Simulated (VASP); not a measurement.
Band structure of Y (hcp). These are RPBE GGA, VASP's PBE PAW potentials (set 64) (plane waves; VASP) values and carry that method's errors.

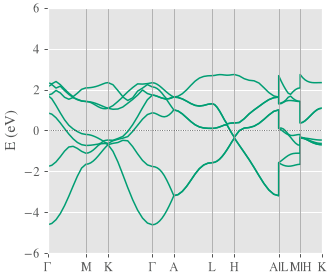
Figure. Bands along high-symmetry lines, zero at the valence-band maximum or, without a gap, the Fermi level

Read the plot: is there a gap, and where are the band edges?

It has no gap at this level: it comes out as a metal or semimetal. (Edges off the drawn lines would not show.)

The compound is Y in the hcp structure. It was relaxed first.
